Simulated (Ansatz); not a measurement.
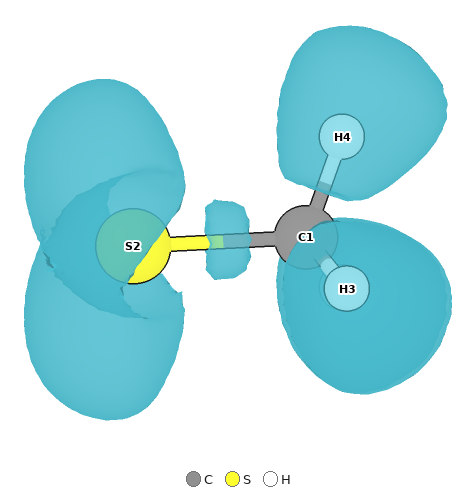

CH3S (doublet). Isosurface of the ELF at 0.8 (cyan), seen at a tilt. Core shells and regions of very low density are left out.

Geometry: PBE0-D3(BJ)/def2-SVP.

Computed with isolated molecule in a Gaussian basis; Kohn-Sham density functional theory, functional PBE0 (Ansatz).

The calculation's input:

```
crystal:
  periodic: [false, false, false]
  atoms:
    - {symbol: C, position_ang: [0.884810, -2.454101, 0.390596]}
    - {symbol: S, position_ang: [2.061444, -2.788936, 1.694547]}
    - {symbol: H, position_ang: [1.260055, -1.568993, -0.153973]}
    - {symbol: H, position_ang: [-0.111929, -2.201839, 0.782771]}
    - {symbol: H, position_ang: [0.816271, -3.281211, -0.331982]}
basis:
  gaussian:
    orbitals: def2-TZVPD
magnetization:
  spin_polarized: true
  initial_magnetization: 1
hamiltonian:
  xc: pbe0
output:
  forces: true
  orbitals: {seedname: orbitals}
```

Run with:

```sh
ansatz run input.yaml --threads 1 --pin off --max-ram 2610MiB --events-out events.jsonl --progress --plain --runs-dir runs
```

What do the ELF domains correspond to?

The surface consists of one region between bonded C–S atoms (shared pairs), three regions around hydrogen nuclei and one ring or bowl of non-bonding electrons around S.

Values along the shortest contacts:
C–S (1.79 Å): the ELF peaks at about 0.90 between the atoms, as expected for a covalent bond. C–H (1.10 Å): the ELF climbs to about 1 towards the hydrogen, as it does in any bond to H: an ordinary covalent bond to hydrogen.
